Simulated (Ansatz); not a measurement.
# SOF2 (thionyl fluoride): levels of theory compared

We compute a comparison of 6 runs (B2PLYP/STO-3G, r2SCAN/STO-3G, r2SCAN0/STO-3G, revPBE/STO-3G, UMP2/STO-3G, CCSDT/STO-3G) of SOF2 (thionyl fluoride). 

The results are computed with Ansatz 0.2.0.

70 further runs of the same task are left out: 9 that didn't finish, 61 set aside as unsound or not needed.

### 1 The system as given

SOF2 has 4 atoms, charge 0, and is taken as a singlet. SMILES: `O=S(F)F`. The F3–S2 distance was set to 3.176 Å, away from the relaxed value. At this shape a bond of the SMILES string is far longer than usual.

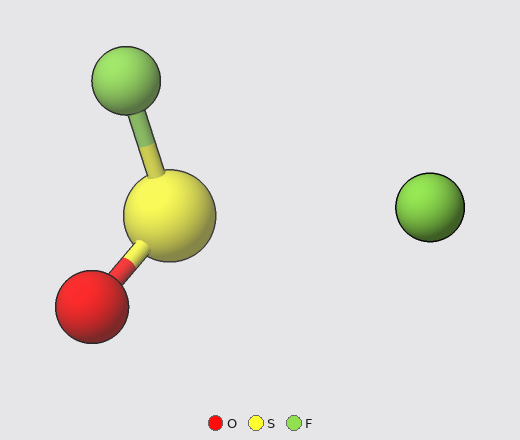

Viewed from a chosen angle; oxygen red, sulfur yellow, fluorine green.

### 2 A single-point energy at B2PLYP/STO-3G (run 1)

File input.yaml:

```yaml
crystal:
  periodic: [false, false, false]
  atoms:
    - symbol: O
      position_ang: [1.905521, -1.163826, -1.263905]
    - symbol: S
      position_ang: [0.821821, -1.656626, -0.491805]
    - symbol: F
      position_ang: [-1.124400, 0.804200, 0.000400]
    - symbol: F
      position_ang: [1.316421, -1.675026, 1.016995]
basis:
  gaussian: {orbitals: STO-3G}
total_charge: 0
hamiltonian: {xc: {name: B2PLYP}}
correlation: {frozen_orbitals: {F: 1, O: 1, S: 5}}
accuracy: high
```

Command:

```bash
$ ansatz run input.yaml --threads 1 --pin off --max-ram 2610MiB --events-out events.jsonl --progress --plain --runs-dir runs
```

Standard output:

```text
Warning: RAYON_NUM_THREADS=1 ignored (pool sized by the plan → 1); use --threads N
Functional definition: B2PLYP
  name "B2PLYP"
  parameter a = 0.53
  parameter c = 0.27
  exchange = (1 - a)*b88_x + a*exact_x
  correlation = (1 - c)*lyp_c + c*(mp2_os + mp2_ss)
418 factors; integrals over basis functions are off by at most 2.8e-8 eV
mean field evaluation 1: about -18052.0576 eV, gradient 3.4e1 eV
mean field evaluation 2: about -18052.0887 eV, gradient 3.4e1 eV
mean field evaluation 4: about -18005.9497 eV, gradient 1.3e2 eV
mean field evaluation 8: about -18063.5141 eV, gradient 7.7e0 eV
mean field evaluation 16: about -18063.8488 eV, gradient 3.9e-5 eV
mean field evaluation 32: about -18059.6310 eV, gradient 2.6e1 eV
mean field evaluation 64: about -18024.1690 eV, gradient 2.0e1 eV
mean field -18063.84882346 eV, -663.8342001457 hartree, gradient 2.9e-8 eV, S^2 0.000000; 4 other end points of the search recorded, 0 dependent functions left out; unrestricted orbitals would lower it
8 core orbitals not correlated: weight in the atoms' cores, before any rotation towards them, 1.000 or more for the frozen orbitals, at most 0.000 for the correlated occupied ones
reference -18063.84883580 eV, -663.8342005990 hartree; 13, 13 occupied and 3, 3 virtual orbitals, 418 factors
second order -17.18827156 eV of doubles, -0.00000000 eV of singles
Total energy: -18068.48966912 eV, -664.0047480778 hartree
```

Wall time 2.5 s (1 thread of Arm Neoverse V1, shared host); peak memory 0.1 GiB.

### 3 The energy at r2SCAN/STO-3G (run 2)

File run.yaml:

```yaml
crystal:
  periodic: [false, false, false]
  atoms:
    - symbol: O
      position_ang: [1.905521, -1.163826, -1.263905]
    - symbol: S
      position_ang: [0.821821, -1.656626, -0.491805]
    - symbol: F
      position_ang: [-1.124400, 0.804200, 0.000400]
    - symbol: F
      position_ang: [1.316421, -1.675026, 1.016995]
basis:
  gaussian:
    orbitals: STO-3G
hamiltonian:
  xc: r2scan
accuracy: high
```

Command:

```bash
$ ansatz run run.yaml --threads 1 --pin off --max-ram 2610MiB --events-out events.jsonl --progress --plain --runs-dir runs
```

Standard output:

```text
Warning: RAYON_NUM_THREADS=1 ignored (pool sized by the plan → 1); use --threads N
Functional definition: r2SCAN
  name "r2SCAN"
  parameter k0 = 0.174
  parameter k1 = 0.065
  parameter a1 = 4.9479
  exchange = r2scan_x(k0 = k0, k1 = k1, a1 = a1)
  correlation = r2scan_c
418 factors; integrals over basis functions are off by at most 2.8e-8 eV
mean field evaluation 1: about -18064.1006 eV, gradient 3.7e1 eV
mean field evaluation 2: about -17681.2418 eV, gradient 1.2e1 eV
mean field evaluation 4: about -18018.3113 eV, gradient 1.3e2 eV
mean field evaluation 8: about -18078.0135 eV, gradient 8.0e-2 eV
mean field evaluation 16: about -18057.9950 eV, gradient 1.3e1 eV
mean field evaluation 32: about -18076.9306 eV, gradient 1.5e1 eV
mean field -18077.97313456 eV, -664.3532590049 hartree, gradient 1.6e-8 eV, S^2 0.000000; 4 other end points of the search recorded, 0 dependent functions left out
reference -18077.97313472 eV, -664.3532590105 hartree; 21, 21 occupied and 3, 3 virtual orbitals, 418 factors
Total energy: -18077.97313472 eV, -664.3532590105 hartree
```

Run time: 5.4 s. Hardware: 1 thread of Arm Neoverse V1, shared host; peak memory 0.14 GiB.

Runs 3 to 5 aren't shown in full; the table further down has their settings and results.

### 4 A single-point energy at CCSDT/STO-3G (run 6)

File molecule.yaml:

```yaml
crystal:
  periodic: [false, false, false]
  atoms:
    - {symbol: O, position_ang: [1.905521, -1.163826, -1.263905]}
    - {symbol: S, position_ang: [0.821821, -1.656626, -0.491805]}
    - {symbol: F, position_ang: [-1.124400, 0.804200, 0.000400]}
    - {symbol: F, position_ang: [1.316421, -1.675026, 1.016995]}
basis:
  gaussian: {orbitals: STO-3G}
correlation: {method: ccsdt, frozen_orbitals: {F: 1, O: 1, S: 5}}
accuracy: high
scf: {omitted_lower_state_checks: [cluster_reference, increment]}
```

Command:

```bash
$ ansatz run molecule.yaml --threads 1 --pin off --max-ram 2610MiB --events-out events.jsonl --progress --plain --runs-dir runs
```

Standard output:

```text
Warning: RAYON_NUM_THREADS=1 ignored (pool sized by the plan → 1); use --threads N
[... 14 lines left out ...]
8 core orbitals not correlated: weight in the atoms' cores, before any rotation towards them, 1.000 or more for the frozen orbitals, at most 0.000 for the correlated occupied ones
[... 127 lines left out ...]
WARN: these amplitudes may be one of several solutions (largest doubles amplitude 0.99, level shift 19.07 eV)
Total energy: -18041.28683295 eV, -663.0050622876 hartree
Checks for a lower state left out: cluster_reference, increment
```

Wall time 1.8 s (1 thread of Arm Neoverse V1, shared host).

### 5 Overview of the runs

| run | level | frozen core orbitals | energy (Eh) | wall time |
| --- | --- | --- | --- | --- |
| 1 | B2PLYP/STO-3G | 8 | -664.004748 | 2.5 s |
| 2 | r2SCAN/STO-3G | – | -664.353259 | 5.4 s |
| 3 | r2SCAN0/STO-3G | – | -664.295026 | 5.1 s |
| 4 | revPBE/STO-3G | – | -664.308455 | 1.6 s |
| 5 | UMP2/STO-3G | 8 | -662.975181 | 1.3 s |
| 6 | CCSDT/STO-3G | 8 | -663.005062 | 1.8 s |

### 6 Summary of results

```
                                          quantity          value
                               run 6: total energy  -663.00506 Eh
run 6: correlation energy (8 core orbitals frozen)     -389.9 mEh
                              run 6: T1 diagnostic          0.059
```

**Reading.** Totals of different functionals can't be ranked against each other. In runs 1, 6 the log says that unrestricted orbitals would lower the reference, so the values rest on an unstable closed-shell determinant (other closed-shell runs at this shape may share the fault). In runs 1, 2, 3, 4, 5, 6 the basis is minimal, so the values are rough. In runs 1, 2, 3, 4 a closed-shell determinant meets a far-stretched bond, which it describes badly. Spin contamination of the reference: run 5 ⟨S²⟩ = 1.00. Where it is this large, the reference is a mixture of spin states, and values that rest on it are in doubt. All runs together took 18 s, the longest 5.4 s.
